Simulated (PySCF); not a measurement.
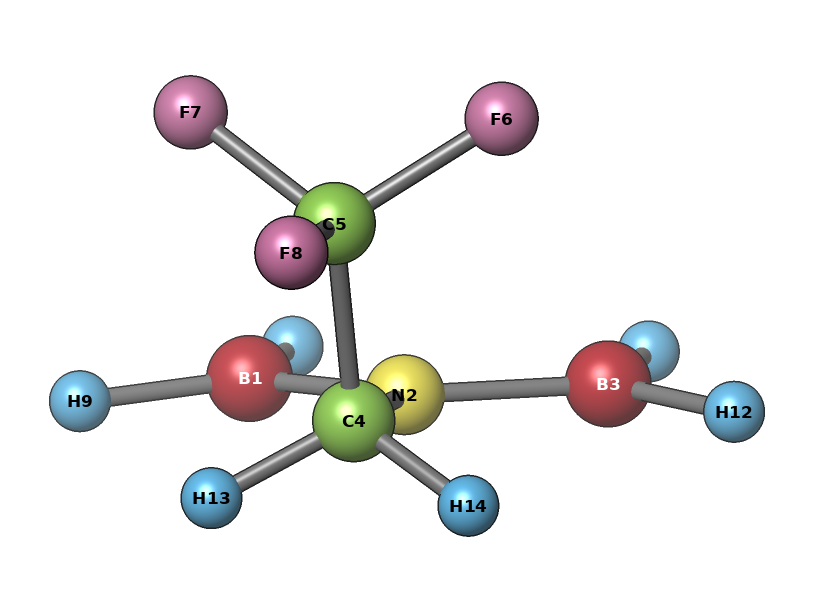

N2 lies behind C4. The molecule seen a little off the C4–N2 bond, C4 in front. Depth is shown by fading: the farther an atom, the more it takes the colour of the background. Computed geometry: PBE0-D3(BJ)/def2-SVP optimisation. No frequency run is at hand to confirm it as a minimum.

### What is the torsion angle C5–C4–N2–B1? The sign is positive where the front bond must turn clockwise to cover the back bond.

−90°, about perpendicular.
